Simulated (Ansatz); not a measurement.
The starting structures come from a database of crystals and need not be the phases stable at ambient conditions.

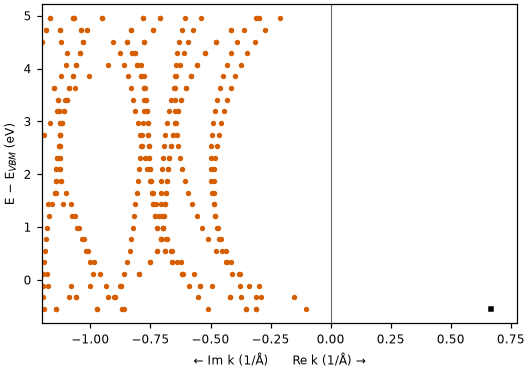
Complex bands at the centre of the two-dimensional zone; Ansatz (a first-principles code) with r2SCAN

The gap is the functional's own. No spin-orbit coupling. Mid-gap values are interpolated on the energy grid.

Question: This is LaOF (R-3m, not sure to be the ambient phase, 6 atoms a cell, 15.9 Å³ an atom) along the normal of (101). Read off the slowest decay at the centre of the two-dimensional zone at 2.31 eV, the computed energy nearest the middle of the gap.

Answer: κ ≈ 0.48 1/Å, a decay length 1/(2κ) of the density of 1.0 Å.
